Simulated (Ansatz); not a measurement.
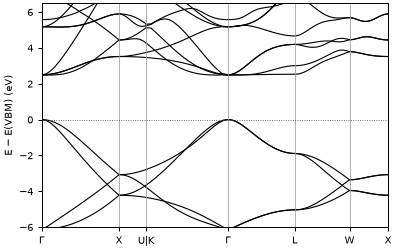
Band structure from the program Ansatz at the r²SCAN level (PAW)

Question: Read off the gap and where the band edges lie.

Answer: About 2.5 eV (2.48 eV by a search for the band edges); maximum at Γ, minimum on the K–Γ line, 89 % of the way from K.

Question: Pick the material that matches.
(A) C, Fd-3m (C on 32e)
(B) LiH, rock salt
(C) MgS, rock salt
(D) YN, rock salt

Answer: A, C, Fd-3m (C on 32e)

The start of the workflow was typed in or built on a structure type. Its sites differ from those of the usual phase in this space group: another stacking or structure type. Symmetry was held in the r²SCAN relaxation; whether a distortion lowers the energy is not shown.

Potentials: the later of the program's two PAW sets.
